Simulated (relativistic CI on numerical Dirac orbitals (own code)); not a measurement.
# Kr XIII (Kr¹²⁺): levels and lines

The task is the spectrum of Kr¹²⁺: levels, purity of their labels, lifetimes and lines; further runs change one setting each.

Program: relativistic CI on numerical Dirac orbitals (own code) version 2. Level of theory: Dirac-Coulomb-Breit CI, KLI orbitals optimised for each configuration, model QED (radiative potential, 1s self-energy scaled to tabulated hydrogen-like ionisation energies). These are calculated values, not measurements, unless marked.

**1. The system**

```
ion                       : Kr¹²⁺ (Kr XIII)
nuclear charge            : 36
electrons                 : 24
isotope                   : A = 84
first configuration typed : [Ar] 3d6
```

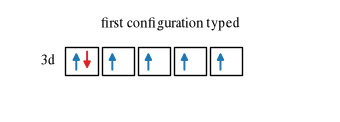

Outer shells as boxes.

**2. The main run**

Settings, as recorded:

```ini
atom Kr  Z=36  charge=12  electrons=24
nucleus A=84  rms_radius_fm=4.1884
hamiltonian dirac-coulomb  breit=on  qed=on  c_scale=1
orbitals kli  potential=per-configuration
slater_scale 1
correlation none
mixing on
configurations
  [Ar] 3d6
  [Ne] 3s2 3p5 3d7
  [Ne] 3s2 3p4 3d8
  [Ne] 3s 3p6 3d7
  [Ar] 3d5 4s
  [Ne] 3p6 3d8
  [Ar] 3d5 4p
  [Ar] 3d5 4d
  [Ne] 3s 3p5 3d8
  [Ar] 3d4 4s2
  [Ar] 3d4 4s 4p
  [Ar] 3d5 4f
  [Ar] 3d5 5s
  [Ar] 3d4 4p2
  [Ar] 3d5 5p
  [Ar] 3d5 5d
end
```

**3. Slater integrals scaled by 0.9**

Changes to the settings of step 2:

```diff
@@ -4,3 +4,3 @@
 orbitals kli  potential=per-configuration
-slater_scale 1
+slater_scale 0.9
 correlation none
```

**4. Without configuration mixing**

Changes to the settings of step 3:

```diff
@@ -4,5 +4,5 @@
 orbitals kli  potential=per-configuration
-slater_scale 0.9
+slater_scale 1
 correlation none
-mixing on
+mixing off
 configurations
```

**5. Without the Breit term**

Changes to the settings of step 4:

```diff
@@ -2,3 +2,3 @@
 nucleus A=84  rms_radius_fm=4.1884
-hamiltonian dirac-coulomb  breit=on  qed=on  c_scale=1
+hamiltonian dirac-coulomb  breit=off  qed=on  c_scale=1
 orbitals kli  potential=per-configuration
@@ -6,3 +6,3 @@
 correlation none
-mixing off
+mixing on
 configurations
```

(Steps that only read results are left out.)

**Question.** What will these runs give? Wanted: lowest level; first excitation; lowest level of the other parity; fastest E1 line; ionisation energy.

The runs gave:

| run | time | mean size of shift, levels followed (cm⁻¹) | lowest level | ionisation energy (eV) |
| --- | --- | --- | --- | --- |
| main run | 4.4 s | 0 | 3d6 5D4 | 389.19 |
| Slater integrals scaled by 0.9 | 4.3 s | 3405 | 3d6 5D4 | 389.90 |
| without configuration mixing | 4.2 s | 2972 | 3d6 5D4 | - |
| without the Breit term | 3.1 s | 238 | 3d6 5D4 | 389.24 |

The tabulated theoretical ionisation energy (NIST) is 391 eV.

| quantity | value |
| --- | --- |
| lowest level | 3d6 5D4 |
| first excitation | 3d6 5D3, 5755.7 cm⁻¹ |
| lowest level of the other parity | 3p5 3d7 5G°6, 872136 cm⁻¹ |
| levels in the model | 2886 |
| fastest E1 line (by rate) to the lowest level among the lowest 200 of 2886 levels | 9.691 nm, from 3p5 3d7 5D°4 (ii) |
| ionisation energy | 389.19 eV |
| ionisation energy, tabulated theoretical (NIST) | 391 eV |

**Reading.** The lowest level is 3d6 5D4, 97 % pure in LS and 47 % in jj coupling; over the low levels the means are 86 and 61 %, so LS coupling describes them better. The ionisation energy agrees with the tabulated theoretical value within its uncertainty of 4 eV. Of the changes tried, the run «Slater integrals scaled by 0.9» moves the low levels most, by 3405 cm⁻¹ on average. Lifetimes count radiative decay inside the model alone.
